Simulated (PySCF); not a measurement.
```xyz
2

Ge    0.0000    0.0000   -0.3159
O     0.0000    0.0000    1.4601
```

Theory: PySCF 2.14.0, PBE0/def2-TZVPPD, non-relativistic Hamiltonian with scalar-relativistic core potentials where named, at a bond length of 1.776 Å.

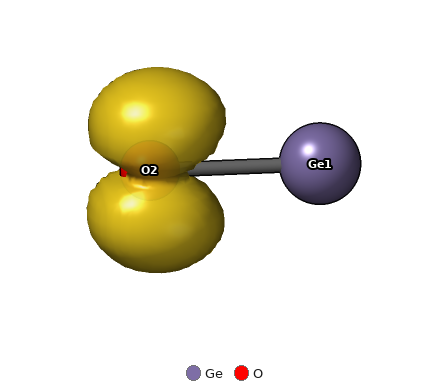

GeO (charge +1, doublet). Isosurface of the spin density (α minus β) at +0.08 e/Å³ (yellow), seen from one side.

### Where is the unpaired spin?

The unpaired spin (1 electron) lies mostly on O2 (about 0.9), in electrons by Hirshfeld's partition.
